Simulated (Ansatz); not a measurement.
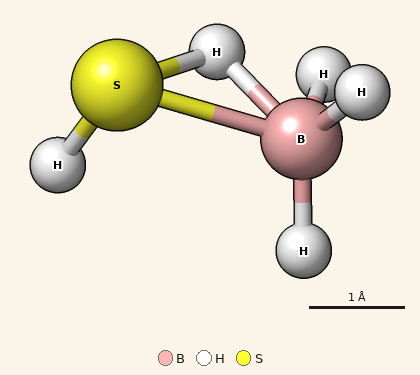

Figure 1. The structure as given in the input (ball-and-stick view, seen on its broad side). Bond lengths as drawn: B–H 1.21 to 1.44 Å, B–S 2.08 Å and H–S 1.36 to 1.56 Å.

# Frequency calculation, with input and output: BH5S

System: BH5S.
Method: RKS PBE/def2-SVP (Ansatz 0.2.0).

It belongs to a series of runs on one base structure; here: vibrations at the highest image of the band.

### Input
```yaml
crystal:
  periodic: [false, false, false]
  atoms:
    - { symbol: B, position_ang: [-0.026082, -0.211876, 0.08089] }
    - { symbol: H, position_ang: [-0.272262, 0.15334, 1.282] }
    - { symbol: H, position_ang: [1.021136, 0.305064, -0.248721] }
    - { symbol: H, position_ang: [-1.040532, -0.1423, -0.578222] }
    - { symbol: S, position_ang: [0.491054, -2.207663, 0.344132] }
    - { symbol: H, position_ang: [-0.775449, -2.710719, 0.393974] }
    - { symbol: H, position_ang: [0.066137, -1.023047, 1.269247] }
basis:
  gaussian: { orbitals: def2-SVP }
hamiltonian:
  xc: pbe
phonons: {}
```

Run as:
```bash
ansatz run input.yaml --threads 1 --pin off --max-ram 2048MiB --backend cpu --events-out ev --progress --plain --runs-dir out
```

### What the program printed
```
Engine: ansatz 0.2.0, x86_64-unknown-linux-gnu
Functional definition: PBE
  parameter kappa = 0.804
  parameter beta = 0.06672455060314922
  exchange = pbe_x(kappa = kappa, mu = beta*pi^2/3)
  correlation = pbe_c(beta = beta)
649 factors; their error is unknown
mean field evaluation 1: about -11578.1020 eV, gradient 3.1e1 eV
mean field evaluation 2: about -11573.9839 eV, gradient 4.5e1 eV
mean field evaluation 4: about -11581.7140 eV, gradient 2.7e0 eV
mean field evaluation 8: about -11581.7113 eV, gradient 2.7e-2 eV
mean field -11581.71129570 eV, -425.6200397509 hartree, gradient 1.1e-5 eV, S^2 0.000000; 0 other end points of the search recorded, 0 dependent functions left out
the calculation of the forces begins
reference -11581.71132302 eV, -425.6200407553 hartree; 13, 13 occupied and 44, 44 virtual orbitals, 649 factors
these checks for a lower state are left out or cut short: stability, starts, cluster_reference, orbital_swaps, neighbouring_geometries, increment
649 factors; their error is unknown
mean field evaluation 16: about -11581.7379 eV, gradient 1.5e-1 eV
mean field -11581.71119005 eV, -425.6200358685 hartree, gradient 1.1e-6 eV, S^2 0.000000; 0 other end points of the search recorded, 0 dependent functions left out
[... from here on the field's lines of each further geometry are left out, up to the last ...]
the calculation of the forces begins
reference -11581.71130790 eV, -425.6200401995 hartree; 13, 13 occupied and 44, 44 virtual orbitals, 649 factors
these checks for a lower state are left out or cut short: stability, starts, cluster_reference, orbital_swaps, neighbouring_geometries, increment
649 factors; their error is unknown
mean field -11581.71124739 eV, -425.6200379757 hartree, gradient 1.4e-6 eV, S^2 0.000000; 0 other end points of the search recorded, 0 dependent functions left out
the calculation of the forces begins
reference -11581.71127472 eV, -425.6200389800 hartree; 13, 13 occupied and 44, 44 virtual orbitals, 649 factors
WARN: phonons: modes at or below zero, which the zero-point energy, F, S and C_V leave out: 1, the lowest at -430.10 cm⁻¹. A minimum has none, and a first-order saddle one
Total energy: -11581.71132302 eV, -425.6200407553 hartree
Atom 0 at    -0.026082    -0.211876     0.080890 Å, force     0.006343    -0.004153    -0.006507 eV/Å
Atom 1 at    -0.272262     0.153340     1.282000 Å, force     0.002000    -0.000865     0.000039 eV/Å
Atom 2 at     1.021136     0.305064    -0.248721 Å, force    -0.000497     0.004873    -0.000866 eV/Å
Atom 3 at    -1.040532    -0.142300    -0.578222 Å, force    -0.003023     0.000151    -0.000404 eV/Å
Atom 4 at     0.491054    -2.207663     0.344132 Å, force    -0.000477     0.002807    -0.000783 eV/Å
Atom 5 at    -0.775449    -2.710719     0.393974 Å, force     0.001122     0.004169     0.001888 eV/Å
Atom 6 at     0.066137    -1.023047     1.269247 Å, force    -0.005468    -0.006981     0.006632 eV/Å
Dipole moment:    -0.162964    -0.273747     0.217676 e Å
Vibrations: -430.10 355.01 531.82 604.85 839.57 906.56 1014.22 1062.90 1088.84 1238.63 1683.90 2213.71 2518.31 2607.11 2633.08 cm⁻¹, zero-point energy 1.196354 eV
```

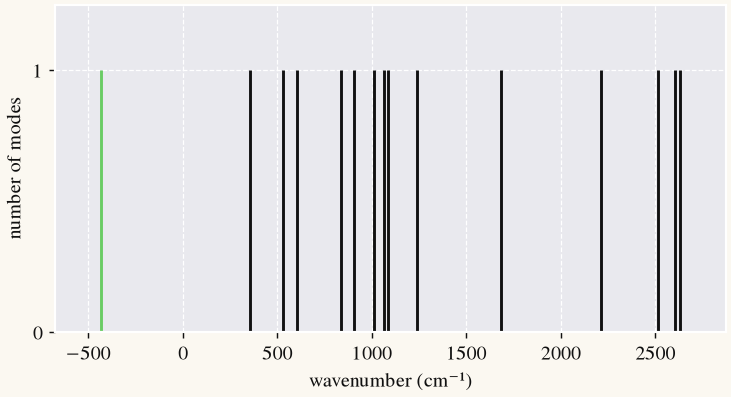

Figure 2. Harmonic vibrational wavenumbers from the force constants; neighbouring modes closer than 14 cm⁻¹ are counted in one stick, and imaginary ones are drawn at negative wavenumbers. 15 modes from 430i to 2633 cm⁻¹, 1 imaginary beyond 8i (430i cm⁻¹): a first-order saddle point, if the geometry is stationary.

### Results in brief

| quantity | value |
| --- | --- |
| outcome | converged |
| total energy | −11581.7113 eV |
| mean-field energy | −11581.7113 eV |
| largest force (length of the vector) | 0.011 eV/Å |
| hardware | 1 thread of Intel Xeon (Granite Rapids), 32 GiB of memory available, shared host |
| wall time | 14 s |
| peak memory | 0.12 GiB |
